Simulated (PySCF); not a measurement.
Consider C$_{4}$H$_{6}$FN$_{2}$Si (SMILES N#C[C@]1(F)CC[Si]1N) (doublet).

```
atom    x (Å)    y (Å)    z (Å)
   N   0.0317   2.6234   1.2618
   C  -0.3552   1.8543   0.5020
   C  -0.6751   0.8301  -0.4295
   F  -1.4547   1.3241  -1.4664
   C  -1.2812  -0.4456   0.1797
   C  -0.3155  -1.5488  -0.2795
  Si   0.8942  -0.2342  -1.0187
   N   2.1618   0.1528   0.0800
   H  -2.2938  -0.5846  -0.1988
   H  -1.3176  -0.3676   1.2664
   H   0.0851  -2.1389   0.5418
   H  -0.7731  -2.2315  -0.9908
   H   2.2372   1.0733   0.4872
   H   3.0557  -0.3072   0.0427
```

Geometry: GFN2-xTB.

Theory: UKS B3LYP, pcH-1 on C F H N Si, non-relativistic, mean-field spin-orbit, GIAO in PySCF.

### Predict the electron density, electron localisation function and spin density between the atoms.

C–N (1.15 Å): ρ at the midpoint is about 3.6 e/Å³; the ELF peaks at about 0.85 between the atoms: a short, multiple covalent bond.
C–C (1.42 Å): the density is about 2 e/Å³ at the midpoint; the ELF peaks at about 0.95 between the atoms, as expected for localised, covalent bonding.
The unpaired spin (1 electron) lies mostly on Si7 (about 0.6), N8 (about 0.1) and C6 (about 0.1), in electrons by Hirshfeld's partition.

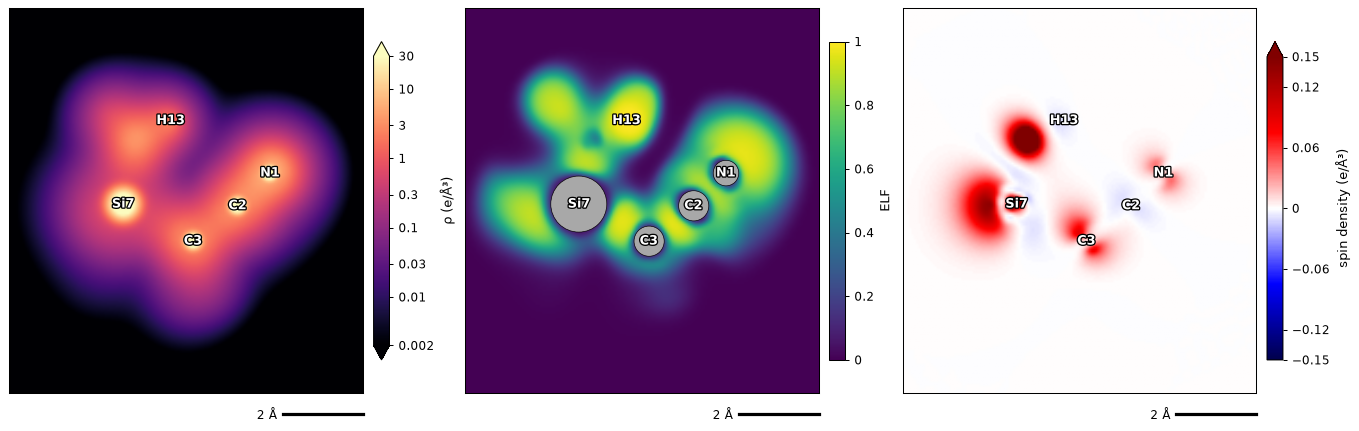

Computed electron density, electron localisation function and spin density on the plane of atoms C2, C3 and Si7, in this order. Grey discs cover the atomic cores in the ELF map. 
